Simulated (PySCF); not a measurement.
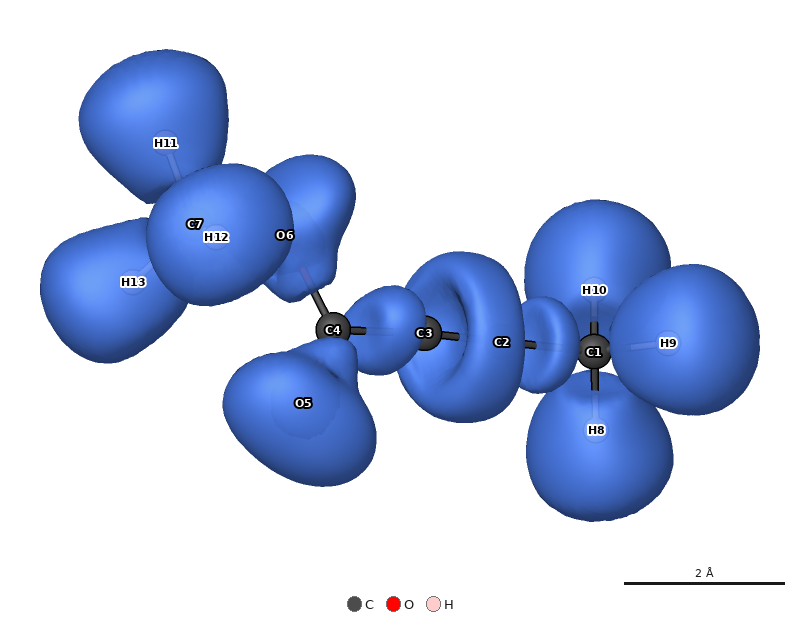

Figure 1: C5H6O2. Isosurface of the electron localisation function at 0.75 (blue), seen at an oblique angle. Only the valence region is drawn (cores and ρ < 0.01 e/Å³ removed).

Geometry: PBE0-D3(BJ)/def2-SVP.

All numbers below come from PySCF, wB97X-D/def2-SVPD, SCF density, gas phase.

```xyz
13

C    -3.2201   -0.1097    0.4383
C    -1.8018   -0.1207    0.1397
C    -0.6153   -0.1277   -0.1110
C     0.7816   -0.1687   -0.4893
O     1.1899   -0.5580   -1.5526
O     1.5675    0.2828    0.4934
C     2.9560    0.2788    0.2110
H    -3.7088   -1.0176    0.0525
H    -3.7053    0.7592   -0.0332
H    -3.3989   -0.0529    1.5229
H     3.4510    0.6754    1.1049
H     3.1809    0.9096   -0.6618
H     3.3105   -0.7411   -0.0006
```

### Identify the bonds, lone pairs and shells in this picture.

At this value the surface marks out three regions between bonded C–C atoms (shared pairs), six regions around hydrogen nuclei and two regions on O in which the atom's valence shell and bonds are merged. Along the contacts the grid gives the following. C–O (1.20 Å): the ELF peaks at about 0.85 between the atoms; a short, multiple covalent bond. C–C (1.21 Å): the ELF peaks at about 0.85 between the atoms (a short, multiple covalent bond).
